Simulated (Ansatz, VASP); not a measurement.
# MgB in two plane-wave programs

Wanted: the spread between two codes on one cell, functional and k mesh. The cell is invented: As first built, before any earlier steps moved the atoms (in the runner's words): it takes the MgAl structure with some of its atoms replaced by other elements, volume scaled by an estimate. It may not be a known or stable phase. The cell is taken from a series of VASP runs on this material, whose earlier steps may have relaxed, scaled or displaced it; both programs get it as it stands. Valence electrons are named where the data sets of a main pair hold unlike numbers.

Method: plane waves, with VASP 6.6.1 beside it; band structure at HSE06, in Ansatz 0.2.0.

## 1. Set-up

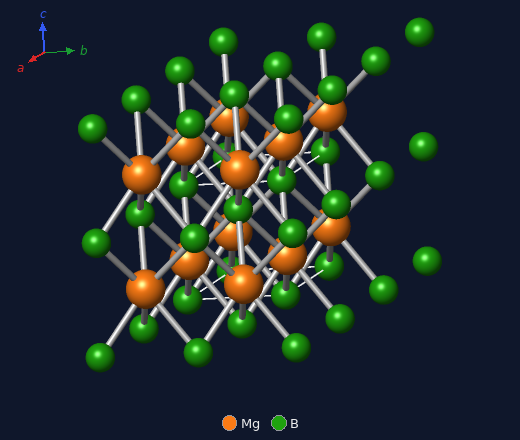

The starting structure, seen slightly off an axis (magnesium orange, boron green). 3×2×2 cells are drawn. Bonds to atoms that aren't drawn are left out. Some periodic images of atoms are drawn too.

As a file:

```cif
data_structure
_symmetry_space_group_name_H-M 'P-6m2'
_symmetry_Int_Tables_number 187
_cell_length_a 2.9173
_cell_length_b 2.9173
_cell_length_c 3.5750
_cell_angle_alpha 90.000
_cell_angle_beta 90.000
_cell_angle_gamma 120.000
_cell_volume 26.35
loop_
_atom_site_label
_atom_site_type_symbol
_atom_site_symmetry_multiplicity
_atom_site_Wyckoff_symbol
_atom_site_fract_x
_atom_site_fract_y
_atom_site_fract_z
_atom_site_occupancy
Mg1 Mg 1 f 0.66667 0.33333 0.50000 1
B1 B 1 a 0.00000 0.00000 0.00000 1
```

## 2. Ansatz: band structure, HSE06

Ansatz runs on its default PAW (the set named soft_2) files.

A single point gives forces, pressure and levels at one fixed geometry, so differences don't come from the geometry; what else differs is listed under the comparison.

input.yaml reads:

```yaml
crystal:
  lattice:
    - [2.9172768617, 0.0, 0.0]
    - [-1.4586384309, 2.526435556, 0.0]
    - [0.0, 0.0, 3.5750154871]
  atoms:
    - { symbol: Mg, position: [0.66666667, 0.33333333, 0.5] }
    - { symbol: B, position: [0.0, 0.0, 0.0] }
hamiltonian:
  xc: { exchange: pbe, correlation: pbe, exx: { coeff: 0.25, omega: 0.2 } }
  pseudopotentials: { kind: paw }
kpoints:
  mp_grid: { grid: [5, 5, 4] }
  band_path:
    path:
      - [0.0, 0.0, 0.0]
      - [0.44444, 0.0, 0.0]
      - [0.38889, 0.22222, 0.0]
      - [0.18519, 0.18519, 0.0]
      - [0.0, 0.0, 0.11111]
      - [0.0, 0.0, 0.5]
      - [0.44444, 0.0, 0.5]
      - [0.38889, 0.22222, 0.5]
      - [0.18519, 0.18519, 0.5]
      - [0.5, 0.0, 0.38889]
      - [0.33333, 0.33333, 0.0]
      - [0.33333, 0.33333, 0.5]
    npoints: 1
scf:
  occupations: { method: fermi_dirac, width: 0.05 }
  n_extra_bands: 7
output:
  forces: true
  stress: true
  eigenvalues: true
  write_density: true
  write_potential: true
  elf: true
  volumetric_format: npy
```

Launch:

```
> ansatz run input.yaml --threads 4 --pin off --max-ram 9216MiB --backend cpu --events-out ev --progress --plain --runs-dir out
```

Numbers of over 12 decimals in the logs are rounded to 6 here.

The program printed:

```text
Warning: output.stress: scf.convergence.dr2_threshold = 1e-7 eV (the SCF's general default) is looser than the 2e-10 eV advised for a printed stress (1e-10 eV for each atom of the cell: 2). What an SCF threshold leaves in a stress goes as its square root, and in the free energy as the threshold itself, and one threshold admits the most on a small cell: [figures from the program's tests cut] Set scf.convergence.dr2_threshold to 2e-10 eV or tighter. The threshold is an SCF's pass mark: one that does not reach it within its budget of iterations ends unconverged, or closes short of it on a stop that the run arms, and scf.convergence.dr2_threshold's page says what that costs each kind of run
Warning: output.stress: scf.exx.energy_threshold = 1e-6 eV is looser than the 2e-8 eV advised for a stress under a hybrid functional (1e-8 eV for each atom of the cell: 2). Every SCF of the exchange loop can meet its threshold on dr2 while the loop round them stops early: no threshold on dr2 bounds what that leaves in the stress. Set scf.exx.energy_threshold to 2e-8 eV or tighter. The threshold is the loop's pass mark: a loop that does not reach it within its budget of cycles ends unconverged, and scf.exx.energy_threshold's page has the law
scf.n_extra_bands = 7 over 7 filled bands (N_el = 13.0): the run solves 14 bands
Engine: ansatz 0.2.0, aarch64-unknown-linux-gnu
Pseudopotentials: kind: paw
Pseudopotential: Mg, paw, valence charge 10, recommended cutoff 420 eV (normal), Mg.paw.azcp
Pseudopotential: B, paw, valence charge 3, recommended cutoff 420 eV (normal), B.paw.azcp
Functional definition: unnamed
  parameter a_1 = 0.25
  parameter omega_1 = 0.2/angstrom
  exchange = pbe_x + (-a_1)*pbe_x_sr(omega_1) + a_1*exact_x_sr(omega_1)
  correlation = pbe_c
Crystal: 2 atoms, lattice volume = 26.349 Å³
Basis set: ecut = 420 eV, 515 PW (Γ), exchange–correlation on 40×40×48 points (8 copies of the dense FFT grid, shifted against one another)
Bands: 14, of which v1, the nominal top of the filled ones, is band 7 counted from 1 (6 counted from 0)
Symmetry: 12 space group operations
Space group: P-6m2 (ITA 187), of the structure as read, at distance tolerance 3.0e-5 Å
k-points: 15 of 100 (time reversal used)
Non-local potential: Mg, projectors of the file, l = 0: 3, l = 1: 2, l = 2: 1
Non-local potential: B, projectors of the file, l = 0: 2, l = 1: 2, l = 2: 1
PAW form: soft (Blöchl's): semilocal exchange-correlation on the pseudo side does not see the compensation charge
PAW frozen core: Mg, regenerated for the run's functional, and the local potential with it (the file was generated under x = pbe(κ = 0.804, μ = 0.219515), c = pbe(β = 0.066725))
PAW frozen core: B, regenerated for the run's functional, and the local potential with it (the file was generated under x = pbe(κ = 0.804, μ = 0.219515), c = pbe(β = 0.066725))
PAW one-centre angular grid: Mg, 110 points (default); XC on 96 Gauss nodes
PAW one-centre angular grid: B, 110 points (default); XC on 64 Gauss nodes
Initial density: superposition of atomic densities (neutral atoms: chi_scale 0, normalization atom), corrected by the library's trained network
Initial wavefunctions: pseudopotential atomic-orbital guess
Functional: x = pbe(κ = 0.804, μ = 0.219515), c = pbe(β = 0.066725), warm-up for x = pbe(κ = 0.804, μ = 0.219515) + 0.25 (exact − pbe) at short range (hse, ω = 0.2 Å⁻¹), c = pbe(β = 0.066725)
SCF iter   1: F=—  HF=-2077.602510 eV  |F-HF|=—  |Δ(HF+E_count)|=         —  Δρ=3.76e-3  dr2=4.97e-3  ethr=1.77e-3  ⟨swp⟩=7.6  Hψ=985  notcnv=0
preconditioner: auto → none  [insulator: Δε(μ)=0.265 eV  Ē_g=13.709 eV  σ=0.050 eV  W_gap=0.69  n_scr=2 (ndim 8)  ℏωp=16.2 eV  f_vac=0.000  D(μ)=1.26/eV (n_scr^D=8)]
iter 2 solved again at ethr=3.61e-6 eV; its pass at ethr=3.82e-5 eV (dr2=4.70e-4 eV) is discarded
SCF iter   2: F=—  HF=-2077.600957 eV  |F-HF|=—  |Δ(HF+E_count)|=   1.55e-3  Δρ=1.23e-3  dr2=4.69e-4  ethr=3.61e-6  ⟨swp⟩=2.1  Hψ=684  notcnv=0  defer=1
SCF iter   3: F=—  HF=-2077.600850 eV  |F-HF|=—  |Δ(HF+E_count)|=   1.07e-4  Δρ=1.60e-4  dr2=3.24e-6  ethr=3.61e-6  ⟨swp⟩=2.9  Hψ=355  notcnv=0  defer=1
SCF iter   4: F=—  HF=-2077.600853 eV  |F-HF|=—  |Δ(HF+E_count)|=   3.43e-6  Δρ=6.17e-5  dr2=4.51e-7  ethr=2.50e-8  ⟨swp⟩=3.3  Hψ=391  notcnv=0
SCF iter   5: F=—  HF=-2077.600854 eV  |F-HF|=—  |Δ(HF+E_count)|=   6.00e-7  Δρ=5.19e-6  dr2=5.29e-9  ethr=3.47e-9  ⟨swp⟩=3.1  Hψ=351  notcnv=0
SCF iter   6: F=-2077.600854 eV  HF=-2077.600854 eV  |F-HF|=4.50e-11  |Δ(HF+E_count)|=  5.48e-10  Δρ=1.46e-6  dr2=2.01e-10  ethr=4.07e-11  ⟨swp⟩=3.9  Hψ=413  notcnv=0
SCF 1 converged in 6 iterations: F = -2077.600854 eV  dr2 = 2.01e-10
  greatest PAW one-centre occupation: 1.000 electrons in one spin orbital (limit 2), on the Mg atom at site 0 (counted from 0), in its partial waves of l = 0
Initial density: handed on by an earlier stage of this run
Initial wavefunctions: those handed on with the density
Functional: x = pbe(κ = 0.804, μ = 0.219515) + 0.25 (exact − pbe) at short range (hse, ω = 0.2 Å⁻¹), c = pbe(β = 0.066725)
[...]
SCF 2 stopped early in 5 iterations: F = -2077.777197 eV  dr2 = 5.76e-7
hybrid outer 1: dexx = +2.336e-3 eV, tail = 1.76e-5 eV
Exchange kernel: α = 0.2500, screened, ω = 0.2000 Å⁻¹, Wigner–Seitz truncation, v(0) = 1091.3519 eV·Å³, q-mesh 5×5×4, nearest image of the exchange supercell L = 14.30 Å, pair-density grid 15×15×18, without the augmentation charges, whose exchange is taken in its separable form by FFT convolution over the k-point mesh (sized by the pseudopotential files, 18×18×24 at the most), smooth part of the exact exchange by density-matrix convolution
Frozen-core exchange: fock
SCF iter   1: F=—  HF=-2077.777142 eV  |F-HF|=—  |Δ(HF+E_count)|=         —  Δρ=2.54e-5  dr2=1.01e-7  ethr=6.77e-7  ⟨swp⟩=4.3  Hψ=567  notcnv=0
preconditioner: auto → none  [insulator: Δε(μ)=0.396 eV  Ē_g=15.252 eV  σ=0.050 eV  W_gap=0.69  n_scr=2 (ndim 8)  ℏωp=16.2 eV  f_vac=0.000  D(μ)=1.15/eV (n_scr^D=8)]
SCF iter   2: F=—  HF=-2077.777142 eV  |F-HF|=—  |Δ(HF+E_count)|=   9.64e-8  Δρ=9.87e-6  dr2=1.64e-8  ethr=6.95e-10  ⟨swp⟩=4.0  Hψ=444  notcnv=0
SCF iter   3: F=-2077.777142 eV  HF=-2077.777142 eV  |F-HF|=1.19e-9  |Δ(HF+E_count)|=   6.21e-9  Δρ=2.47e-6  dr2=1.38e-9  ethr=1.24e-10  ⟨swp⟩=3.3  Hψ=443  notcnv=0
SCF 3 converged in 3 iterations: F = -2077.777142 eV  dr2 = 1.38e-9
  Residual-converged pass: ⟨swp⟩=2.3  Hψ=308  notcnv=0  max |occ|·‖R‖ = 2.4e-6 eV (tolerance 2.4e-6 eV)  dr2=1.38e-9  dr2_onsite=7.06e-10  max |Δocc| = 2.0e-12
hybrid outer 2: dexx = +8.745e-8 eV, tail = 1.02e-8 eV, Δε = 9.68e-4 eV (about 4.55e-5 eV left of the loop's levels)
The result ahead of the solve for the band table, with the exchange loop's own table, told since no file at a place of the run's own has it by now; the run can take it back:
hybrid SCF converged: 2 outer / 8 inner (+6 warm-up), last move |dexx| = 8.75e-8 eV, tail = 1.02e-8 eV
Stability not checked: this state was not tested for a lower state beside it, because the functional holds exact exchange (a hybrid, or Hartree-Fock), whose exchange loop this test does not read (fock_operator; see scf.lower_state_search)
Free energy (F): -2077.777142 eV
Frozen-core exchange: fock
Harris-Foulkes:  -2077.777142 eV  (|F-HF|=1.19e-9)
Internal energy: -2077.768357 eV  (E = F + TS)
E sigma→0 (E₀):  -2077.772750 eV
Entropy (-TS):   -0.008785 eV (-4.393 meV/atom)
Fermi energy:    7.336566 eV
--- Per-component energies (eV) ---
  E_band       = -360.481788
  E_kinetic    = 116.708508
  E_local      = -1592.759662  (includes V_loc(G=0)·N_el)
  E_nonlocal   = 108.414615
  E_hartree    = 573.119872
  E_xc         = -48.737351
  E_vxc        = -59.480317  (∫ρ·V_xc dr)
  E_exx        = -55.908565  (= α·E_x^exact, valence–valence)
  E_paw        = -324.433787  (= ΣΔE_a)
  E_vpaw       = 32.212902  (= ΣTr[D̂ρ^β])
  E_aug_tail   = -0.000004  (compensation charges beyond the density's cutoff)
  E_ewald      = -854.124530
  E_core_change = -0.047453  (= ΣΔE_core)
  E_smearing   = -0.008785  (= −TS)
  E_closure    = -0.000000  (closes the sum)
  Σ components = -2077.777142   (vs F -2077.777142, Δ=4.55e-13)
--- Forces (eV/Å), atoms counted from 1 ---
  atom   1  Mg    -0.00000000    -0.00000000     0.00000000
  atom   2  B     -0.00000000    -0.00000000     0.00000000
  max |Σ_I F_I| component: 3.24e-17 eV/Å
--- Stress (GPa, compression-positive) ---
        1.961201      -0.000000       0.000000
       -0.000000       1.961201       0.000000
        0.000000       0.000000       3.991834
  P = ⅓ Tr σ = 2.6381 GPa (26.381 kbar)
--- Band table (eV; the first three rows and the last of 15) ---
  k-point 0: bands = [... 3 lower, -37.9529, -4.3893, 5.9233, 10.0467, 13.2290, 13.2290, 21.1111, 22.2004, ... 1 higher]
  k-point 1: bands = [... 3 lower, -37.9535, -3.7264, 2.6760, 13.4481, 13.4481, 14.0911, 21.6180, 22.5475, ... 1 higher]
  k-point 2: bands = [... 3 lower, -37.9534, -2.5215, 0.1324, 13.6914, 13.6914, 17.4966, 22.6925, 22.6925, ... 1 higher]
  k-point 14: bands = [... 3 lower, -37.9473, 2.6348, 4.6380, 4.8497, 8.3587, 9.6464, 14.5925, 22.0322, ... 1 higher]
NSCF: frozen V_eff on 12 k-points
hybrid SCF converged: 2 outer / 8 inner (+6 warm-up), last move |dexx| = 8.75e-8 eV, tail = 1.02e-8 eV
Stability not checked: this state was not tested for a lower state beside it, because the functional holds exact exchange (a hybrid, or Hartree-Fock), whose exchange loop this test does not read (fock_operator; see scf.lower_state_search)
Free energy (F): -2077.777142 eV
Frozen-core exchange: fock
Harris-Foulkes:  -2077.777142 eV  (|F-HF|=1.19e-9)
Internal energy: -2077.768357 eV  (E = F + TS)
E sigma→0 (E₀):  -2077.772750 eV
Entropy (-TS):   -0.008785 eV (-4.393 meV/atom)
Fermi energy:    7.336566 eV
--- Per-component energies (eV) ---
  E_band       = -360.481788
  E_kinetic    = 116.708508
  E_local      = -1592.759662  (includes V_loc(G=0)·N_el)
  E_nonlocal   = 108.414615
  E_hartree    = 573.119872
  E_xc         = -48.737351
  E_vxc        = -59.480317  (∫ρ·V_xc dr)
  E_exx        = -55.908565  (= α·E_x^exact, valence–valence)
  E_paw        = -324.433787  (= ΣΔE_a)
  E_vpaw       = 32.212902  (= ΣTr[D̂ρ^β])
  E_aug_tail   = -0.000004  (compensation charges beyond the density's cutoff)
  E_ewald      = -854.124530
  E_core_change = -0.047453  (= ΣΔE_core)
  E_smearing   = -0.008785  (= −TS)
  E_closure    = -0.000000  (closes the sum)
  Σ components = -2077.777142   (vs F -2077.777142, Δ=4.55e-13)
--- Forces (eV/Å), atoms counted from 1 ---
  atom   1  Mg    -0.00000000    -0.00000000     0.00000000
  atom   2  B     -0.00000000    -0.00000000     0.00000000
  max |Σ_I F_I| component: 3.24e-17 eV/Å
--- Stress (GPa, compression-positive) ---
        1.961201      -0.000000       0.000000
       -0.000000       1.961201       0.000000
        0.000000       0.000000       3.991834
  P = ⅓ Tr σ = 2.6381 GPa (26.381 kbar)
--- Band table (eV; the first three rows and the last of 15) ---
  k-point 0: bands = [... 3 lower, -37.9529, -4.3893, 5.9233, 10.0467, 13.2290, 13.2290, 21.1111, 22.2004, ... 3 higher]
  k-point 1: bands = [... 3 lower, -37.9536, -3.7264, 2.6760, 13.4481, 13.4481, 14.0911, 21.6180, 22.5475, ... 3 higher]
  k-point 2: bands = [... 3 lower, -37.9534, -2.5215, 0.1324, 13.6914, 13.6914, 17.4966, 22.6925, 22.6925, ... 3 higher]
  k-point 14: bands = [... 3 lower, -37.9473, 2.6348, 4.6380, 4.8497, 8.3587, 9.6464, 14.5925, 22.0322, ... 3 higher]
```

Wall time 16 s (4 threads of Arm Neoverse N1, shared host); peak memory 0.5 GiB; 55 s of CPU time.

The column dr2 measures how far the density is from self-consistency, as an energy; F and HF (Harris–Foulkes) agree once it is small.

[end of part 1 of 2]

[Lines on the potential files, build, host, timing and source positions are cut from VASP's logs without a mark.]

[Logs are printed without paths, hosts, clocks, repeated set-up lines and the standing remarks that a program may print on its own settings, such as how far it seeks lower states.]

[Hosts, paths, dates, database ids (printed as entryN), source tags and the programs' standing remarks are cut or masked in the printed files.]
